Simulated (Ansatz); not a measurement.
Calculation: PBE (plane waves to 420 eV, PAW; Ansatz, a first-principles code).

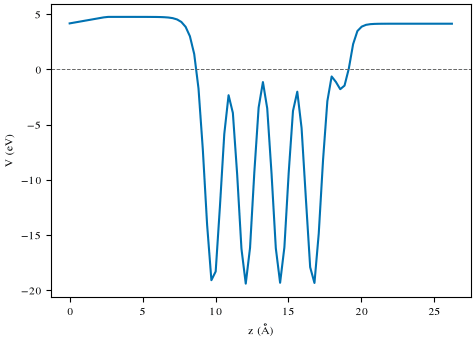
*Planar average of the electrostatic potential across the slab, in eV from the Fermi level, for Br on the 1x1 (110) surface of bcc Ta, one in a 2x2 cell, started at the site 'hollow Ta-Ta-Ta'*

Set-up: 17 atoms, 6.8 Å thick at the start under the adsorbate (thin: gaps and levels are the slab's own); mesh 5x5x1; 0.1 eV smearing; dipole correction on; 8 atoms held, the rest relaxed; symmetry of the start imposed; no spin, no spin-orbit, no U, no dispersion correction. At the end it is bonded to 4 Ta. In PBE it is, or lies within 0.03 eV of, the lowest of the starts that converged.

The vacuum level lies 4.14 eV above the Fermi level over the top face and 4.76 eV above it under the bottom face.
